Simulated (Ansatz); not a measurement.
AlN₂Si (SMILES [N-]1[N+]2=[Si][Al]12) (doublet)

Input file:

```
crystal:
  periodic: [false, false, false]
  atoms:
    - symbol: Al
      position_ang: [0.632898, 0.096985, 1.464814]
    - symbol: "N"
      position_ang: [-0.450813, -0.498064, -0.269195]
    - symbol: "N"
      position_ang: [0.705593, -0.868339, -0.408708]
    - symbol: Si
      position_ang: [-1.872217, 0.195438, 0.374150]
basis:
  gaussian:
    orbitals: def2-TZVPD
magnetization:
  spin_polarized: true
  initial_magnetization: 1
hamiltonian:
  xc: {name: PBE0}
output: {forces: true, orbitals: {seedname: orbitals}}
```

Run with:

```sh
ansatz run input.yaml --threads 1 --pin off --max-ram 2610MiB --events-out events.jsonl --progress --plain --runs-dir runs
```

Geometry: r2SCAN-D4/def2-SVP.

Level of theory: Ansatz 0.2.0, isolated molecule in a Gaussian basis; Kohn-Sham density functional theory, functional PBE0.

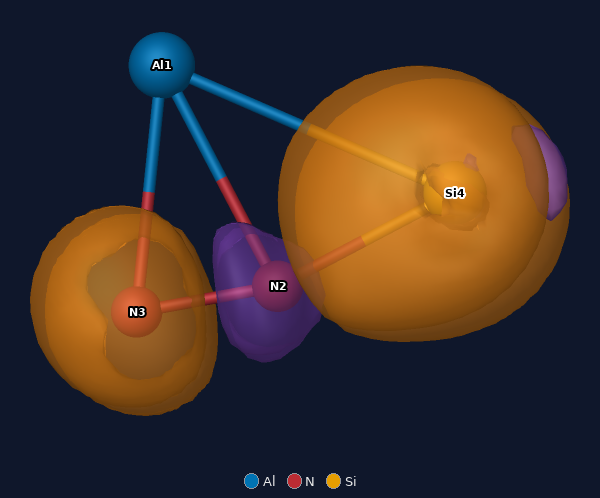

Figure 1. Isosurfaces of the spin density at +0.02 (orange) and −0.02 e/Å³ (purple), seen across its widest extent.

Q: Which atoms carry the spin?

A: The unpaired spin (1 electron) lies mostly on Si4 (about 0.5) and N3 (about 0.4), in electrons by Hirshfeld's partition.

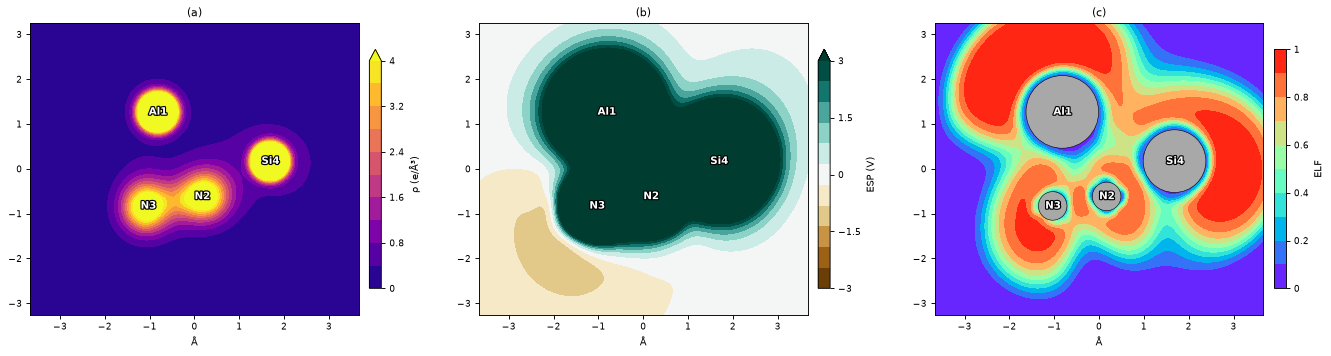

Figure 2. (a) total electron density; (b) molecular electrostatic potential; (c) ELF on the molecular plane. Grey discs cover the atomic cores in the ELF map.

Q: Describe what can be read from this map.

A:
- The plane passes through Al, N and Si nuclei.
- N–N (1.22 Å): ρ at the midpoint is about 3.3 e/Å³; the ELF peaks at about 0.85 between the atoms; a short, multiple covalent bond.
- Si–N (1.71 Å): ρ at the midpoint is about 0.99 e/Å³; the ELF peaks at about 0.85 between the atoms; a shared but strongly polarised pair.
- Al–N (2.11 Å): the density is about 0.44 e/Å³ at the midpoint; the ELF peaks at about 0.80 in the valence shell of N, 0.6 Å from its nucleus, and is about 0.50 at the midpoint.
- Al–Si (2.73 Å): the density is about 0.33 e/Å³ at the midpoint, with its minimum of 0.27 e/Å³ about 1.0 Å from Al; the ELF peaks at about 0.65 in the valence shell of Si, 1.2 Å from its nucleus, and is about 0.65 at the midpoint.
- The ELF also peaks beside N3 and Si4, away from the bonds: non-bonding electrons, paired or unpaired.
- Outside the dense part of the molecule the potential is most negative (−1.3 V) near N3.

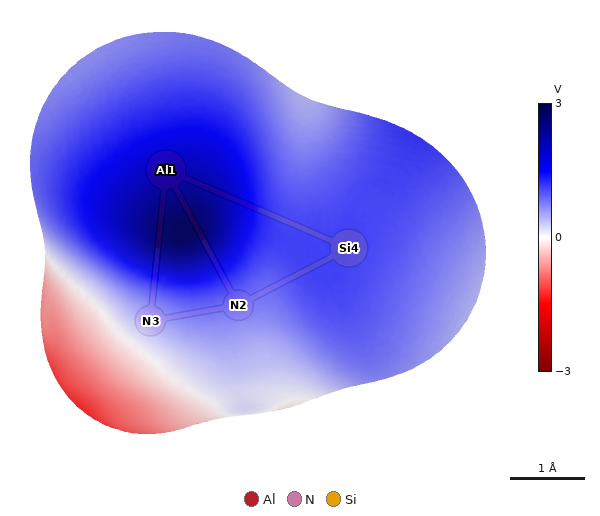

Figure 3. The molecular electrostatic potential painted on the density surface at 0.004 e/bohr³, seen at a tilt; the colour scale runs from red (negative) to blue (positive).

Q: Where is the surface potential most negative and most positive?

A: The most negative region (about −1.3 V) lies over N3, the most positive (about +2.8 V) over Al1. N3 is the likeliest acceptor of a hydrogen bond.

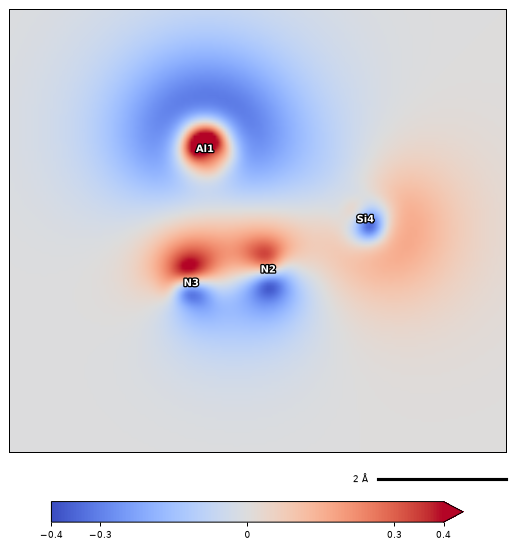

Figure 4. The HOMO−1 (β) on the molecular plane (values in Å⁻³ᐟ²; the overall sign is arbitrary).

Q: Describe this orbital and give its energy.

A: Its weight (Hirshfeld) is mainly on Al1 (about 75 %), Si4 (about 15 %) and N3 (about 5 %); it is symmetric in the molecular plane (an in-plane orbital: σ, lone-pair or in-plane π type). Its energy is −7.29 eV.
